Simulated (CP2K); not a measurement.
# SiCNClF2 (SMILES N#C[Si](F)(F)Cl): PBE/DZVP-MOLOPT-SR-GTH (core potential)

What is the energy change on altering one bond length of SiCNClF2 at PBE/DZVP-MOLOPT-SR-GTH (core potential)? 

The results are computed with CP2K 2026.2.

2 further runs of the same task are left out: 2 set aside as unsound or not needed.

## Step 1: The molecule

The species is SiCNClF2 (6 atoms), meant as a singlet with charge 0. As SMILES, `N#C[Si](F)(F)Cl`. Geometry: relaxed at PBE0-D4/def2-TZVP.

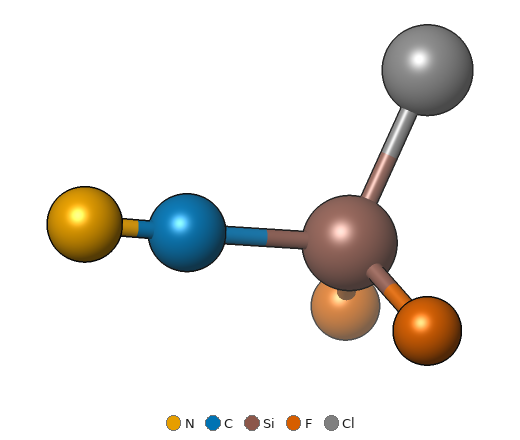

The structure, seen from a chosen angle (nitrogen amber, carbon blue, silicon brown, fluorine orange, chlorine grey).

## Step 2: The energy at PBE/DZVP-MOLOPT-SR-GTH (core potential)

Contents of molecule.inp:

```
&GLOBAL
    PROJECT_NAME molecule
    RUN_TYPE ENERGY
    PRINT_LEVEL MEDIUM
&END

&FORCE_EVAL
    METHOD QS
    &DFT
        BASIS_SET_FILE_NAME BASIS_MOLOPT
        POTENTIAL_FILE_NAME GTH_POTENTIALS
        &QS
            METHOD GPW
            EPS_DEFAULT 1.0E-10
        &END
        &MGRID
            CUTOFF 400
            REL_CUTOFF 50
            NGRIDS 4
        &END
        &POISSON
            PERIODIC NONE
            POISSON_SOLVER MULTIPOLE
        &END
        &SCF
            SCF_GUESS ATOMIC
            EPS_SCF 1.0E-06
            MAX_SCF 80
            ADDED_MOS 10
            &DIAGONALIZATION
                ALGORITHM STANDARD
            &END
            &MIXING
                METHOD BROYDEN_MIXING
                ALPHA 0.3
                NBUFFER 8
            &END
        &END
        &XC
            &XC_FUNCTIONAL PBE
            &END
        &END
        &PRINT
            &MOMENTS
                PERIODIC F
                REFERENCE COM
                MAX_MOMENT 1
            &END
            &MO ON
                ENERGIES T
                OCCUPATION_NUMBERS T
                NDIGITS 6
                &EACH
                    QS_SCF 0
                &END
                ADD_LAST NUMERIC
            &END
            &HIRSHFELD OFF
            &END
        &END
    &END
    &SUBSYS
        &CELL
            ABC 10.4 9.8 9.8
            PERIODIC NONE
        &END
        &COORD
            UNIT bohr
            N      3.6384787    -2.0639589     2.0359909
            C      1.9466069    -1.1514101     1.0204521
            Si    -0.7453080     0.3339146    -0.5485875
            F     -2.8117235    -1.7391150    -0.9972085
            F      0.1655400     1.3590910    -3.1728502
            Cl    -2.1144146     3.1405358     1.5748978
        &END
        &TOPOLOGY
            &CENTER_COORDINATES
            &END
        &END
        &KIND N
            BASIS_SET DZVP-MOLOPT-SR-GTH-q5
            POTENTIAL GTH-PBE-q5
        &END
        &KIND C
            BASIS_SET DZVP-MOLOPT-SR-GTH-q4
            POTENTIAL GTH-PBE-q4
        &END
        &KIND Si
            BASIS_SET DZVP-MOLOPT-SR-GTH-q4
            POTENTIAL GTH-PBE-q4
        &END
        &KIND F
            BASIS_SET DZVP-MOLOPT-SR-GTH-q7
            POTENTIAL GTH-PBE-q7
        &END
        &KIND Cl
            BASIS_SET DZVP-MOLOPT-SR-GTH-q7
            POTENTIAL GTH-PBE-q7
        &END
    &END
&END
```

Command:

```console
$ OMP_NUM_THREADS=1 cp2k.psmp molecule.inp > molecule.out
```

Log:

```text
CP2K| version string:                                       CP2K version 2026.2
[...]
 GLOBAL| Method name                                                        CP2K
[...]
 GLOBAL| Run type                                                         ENERGY
[...]
 DFT| Spin restricted Kohn-Sham (RKS) calculation                            RKS
 DFT| Multiplicity                                                             1
[...]
 DFT| Charge                                                                   0
[...]
 FUNCTIONAL| PBE:
 QS| Method:                                                                 GPW
[...]
 QS| Density cutoff [a.u.]:                                                200.0
[...]
 QS| Relative density cutoff [a.u.]:                                        25.0
[...]
                             - Atoms:                                          6
[...]
                             - Spherical basis functions:                     78
[...]
 Number of electrons:                                                         34
[...]
     1 NoMix/Diag. 0.30E+00    1.1     1.42486994       -82.8613632381 -8.29E+01
[...]
    19 Broy./Diag. 0.30E+00    1.3     0.00000051       -83.1600315279 -1.69E-06
  *** SCF run converged in    19 steps ***
[...]
  Overlap energy of the core charge distribution:               0.00000791361408
  Self energy of the core charge distribution:               -210.78225243674322
  Core Hamiltonian energy:                                     57.73616046827403
  Hartree energy:                                              87.60337703853358
  Exchange-correlation energy:                                -17.71732451159454
  Total energy:                                               -83.16003152791609
[...]
                     Mulliken Population Analysis
 #  Atom  Element  Kind  Atomic population                           Net charge
       1     N        1          5.336833                             -0.336833
       2     C        2          3.736447                              0.263553
       3     Si       3          3.406829                              0.593171
       4     F        4          7.250433                             -0.250433
       5     F        4          7.249862                             -0.249862
       6     Cl       5          7.019596                             -0.019596
 # Total charge                             34.000000                  0.000000
[...]
  Dipole moment [Debye]
    X= -0.1621229E+01 Y=  0.1368372E+01 Z= -0.2811653E+00  Total=      2.1400652
 ENERGY| Total FORCE_EVAL ( QS ) energy [hartree]            -83.160031527916090
[...]
```

Wall time 25 s (1 thread of Arm Neoverse V1, shared host); peak memory 1.3 GiB.

## Step 3: The distorted shape at the same level

Contents of mol.inp:

```
&GLOBAL
   PROJECT_NAME mol
   RUN_TYPE ENERGY
   PRINT_LEVEL MEDIUM
&END GLOBAL
&FORCE_EVAL
   METHOD QUICKSTEP
   &DFT
      BASIS_SET_FILE_NAME BASIS_MOLOPT
      POTENTIAL_FILE_NAME GTH_POTENTIALS
      &QS
         METHOD GPW
         EPS_DEFAULT 1.0E-10
      &END QS
      &MGRID
         CUTOFF 400
         REL_CUTOFF 50
         NGRIDS 4
      &END MGRID
      &POISSON
         PERIODIC NONE
         POISSON_SOLVER MULTIPOLE
      &END POISSON
      &SCF
         SCF_GUESS ATOMIC
         EPS_SCF 1.0E-06
         MAX_SCF 100
         ADDED_MOS 10
         &DIAGONALIZATION
            ALGORITHM STANDARD
         &END DIAGONALIZATION
         &MIXING
            METHOD PULAY_MIXING
            ALPHA 0.4
            NBUFFER 8
         &END MIXING
      &END SCF
      &XC
         &XC_FUNCTIONAL PBE
         &END XC_FUNCTIONAL
      &END XC
      &PRINT
         &MOMENTS
            PERIODIC F
            REFERENCE COM
            MAX_MOMENT 1
         &END MOMENTS
         &MO ON
            ENERGIES T
            OCCUPATION_NUMBERS T
            NDIGITS 6
            &EACH
               QS_SCF 0
            &END EACH
            ADD_LAST NUMERIC
         &END MO
         &HIRSHFELD OFF
         &END HIRSHFELD
      &END PRINT
   &END DFT
   &SUBSYS
      &CELL
         ABC 10.4 9.8 10.9
         PERIODIC NONE
      &END CELL
      &COORD
         N      1.539796    -1.526205     2.188372
         C      0.644496    -1.043305     1.650972
         Si    -0.780004    -0.257305     0.820672
         F     -1.873504    -1.354305     0.583272
         F      0.087600     0.719200    -1.679000
         Cl    -1.504504     1.227895     1.944372
      &END COORD
      &TOPOLOGY
         &CENTER_COORDINATES
         &END CENTER_COORDINATES
      &END TOPOLOGY
      &KIND N
         BASIS_SET DZVP-MOLOPT-SR-GTH-q5
         POTENTIAL GTH-PBE-q5
      &END KIND
      &KIND C
         BASIS_SET DZVP-MOLOPT-SR-GTH-q4
         POTENTIAL GTH-PBE-q4
      &END KIND
      &KIND Si
         BASIS_SET DZVP-MOLOPT-SR-GTH-q4
         POTENTIAL GTH-PBE-q4
      &END KIND
      &KIND F
         BASIS_SET DZVP-MOLOPT-SR-GTH-q7
         POTENTIAL GTH-PBE-q7
      &END KIND
      &KIND Cl
         BASIS_SET DZVP-MOLOPT-SR-GTH-q7
         POTENTIAL GTH-PBE-q7
      &END KIND
   &END SUBSYS
&END FORCE_EVAL
```

Command:

```console
$ OMP_NUM_THREADS=1 cp2k.psmp -i mol.inp > mol.out 2>&1
```

Log:

```text
CP2K| version string:                                       CP2K version 2026.2
[...]
 GLOBAL| Method name                                                        CP2K
[...]
 GLOBAL| Run type                                                         ENERGY
[...]
 DFT| Spin restricted Kohn-Sham (RKS) calculation                            RKS
 DFT| Multiplicity                                                             1
[...]
 DFT| Charge                                                                   0
[...]
 FUNCTIONAL| PBE:
 QS| Method:                                                                 GPW
[...]
 QS| Density cutoff [a.u.]:                                                200.0
[...]
 QS| Relative density cutoff [a.u.]:                                        25.0
[...]
                             - Atoms:                                          6
[...]
                             - Spherical basis functions:                     78
[...]
 Number of electrons:                                                         34
[...]
     1 NoMix/Diag. 0.40E+00    1.2     1.40726038       -82.6472865724 -8.26E+01
[...]
    19 Pulay/Diag. 0.40E+00    1.4     0.00000098       -82.9852074705  2.62E-05
  *** SCF run converged in    19 steps ***
[...]
  Overlap energy of the core charge distribution:               0.00000789963018
  Self energy of the core charge distribution:               -210.78225243674322
  Core Hamiltonian energy:                                     57.11488844313772
  Hartree energy:                                              88.18944650110521
  Exchange-correlation energy:                                -17.50729787767036
  Total energy:                                               -82.98520747054046
[...]
                     Mulliken Population Analysis
 #  Atom  Element  Kind  Atomic population                           Net charge
       1     N        1          5.281041                             -0.281041
       2     C        2          3.736432                              0.263568
       3     Si       3          3.395588                              0.604412
       4     F        4          7.205669                             -0.205669
       5     F        4          7.442872                             -0.442872
       6     Cl       5          6.938399                              0.061601
 # Total charge                             34.000000                  0.000000
[...]
  Dipole moment [Debye]
    X= -0.2731838E+01 Y= -0.1770596E-01 Z=  0.4052032E+01  Total=      4.8869436
 ENERGY| Total FORCE_EVAL ( QS ) energy [hartree]            -82.985207470540459
[...]
```

Run time: 27 s. Hardware: 1 thread of Arm Neoverse V1, shared host; peak memory 1.4 GiB.

## Step 4: Outcome

At PBE/DZVP-MOLOPT-SR-GTH (core potential):

```
                                                          quantity         value
                                         first shape: total energy  -83.16003 Eh
                                        first shape: dipole moment        2.14 D
                                          first shape: HOMO energy      -9.04 eV
                                          first shape: LUMO energy      -2.41 eV
                                        first shape: HOMO–LUMO gap       6.63 eV
                                     distorted shape: total energy  -82.98521 Eh
                                    distorted shape: dipole moment        4.89 D
                                      distorted shape: HOMO energy      -7.03 eV
                                      distorted shape: LUMO energy      -5.86 eV
                                    distorted shape: HOMO–LUMO gap       1.17 eV
energy change with the Si3–F5 bond stretched from 1.567 to 2.820 Å      4.757 eV
```

**Reading.** One bond (distorted shape) is far stretched, which a spin-restricted single reference describes badly; a broken-symmetry solution may lie lower. With the Si3–F5 bond stretched from 1.567 to 2.820 Å the energy rises by 4.76 eV (459 kJ/mol). The first shape isn't relaxed at this level, so the change isn't measured from a minimum. A restricted reference can't describe the breaking bond well at this length.
